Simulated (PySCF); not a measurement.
Consider C6H7F (SMILES C=CC1=C(CF)C1).

The calculation's input:

```
{"job": {"kind": "nmr", "xc": "PBE0", "basis": "pcSseg-1"}, "charge": 0, "multiplicity": 1}
C      2.107127     1.574228     0.659841
C      1.610219     0.430877     0.190563
C      0.217989     0.185429     0.076124
C     -0.793746    -0.583679    -0.247118
C     -1.383349    -1.822816    -0.755518
F     -0.418301    -2.734803    -1.116103
C     -1.151982     0.767467     0.296988
H      3.166687     1.743205     0.738786
H      1.460132     2.374822     0.978011
H      2.258774    -0.374697    -0.130131
H     -2.006743    -2.305607     0.010283
H     -1.991230    -1.631920    -1.651169
H     -1.547316     0.847372     1.304021
H     -1.528940     1.529651    -0.376745
```

Command:

```sh
OMP_NUM_THREADS=1 python probes_run.py task.json out
```

Geometry: GFN2-xTB.

Method: PySCF, PBE0/pcSseg-1, SCF density, gas phase, non-relativistic.

> Predict the electron density and electron localisation function between the atoms.

C–C (1.31 Å): ρ at the midpoint is about 2.2 e/Å³; the ELF peaks at about 0.85 between the atoms (a multiple bond).
C–F (1.38 Å): ρ is about 2.1 e/Å³ halfway, with its minimum of 1.7 e/Å³ about 0.5 Å from C; the ELF peaks at about 0.85 between the atoms; a polar covalent bond.
C–H (1.08 Å): ρ at the midpoint is about 2 e/Å³; the ELF climbs to about 1 towards the hydrogen, as it does in any bond to H: an ordinary covalent bond to hydrogen.
C–C (1.42 Å): the density is about 1.9 e/Å³ at the midpoint; the ELF peaks at about 0.95 between the atoms, as expected for a covalent bond.

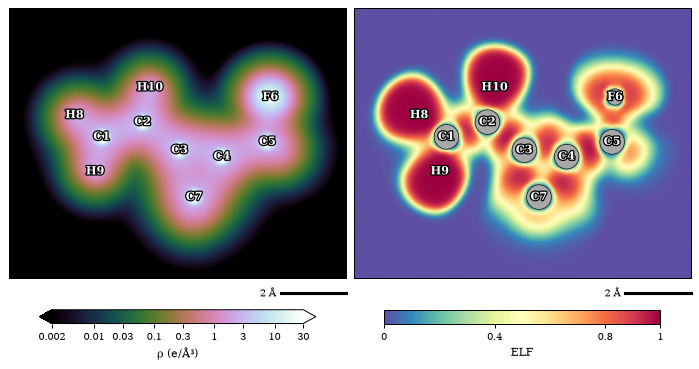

Computed electron density and electron localisation function on the plane of atoms C3, C2 and H10, in this order. Grey discs cover the atomic cores in the ELF map. 
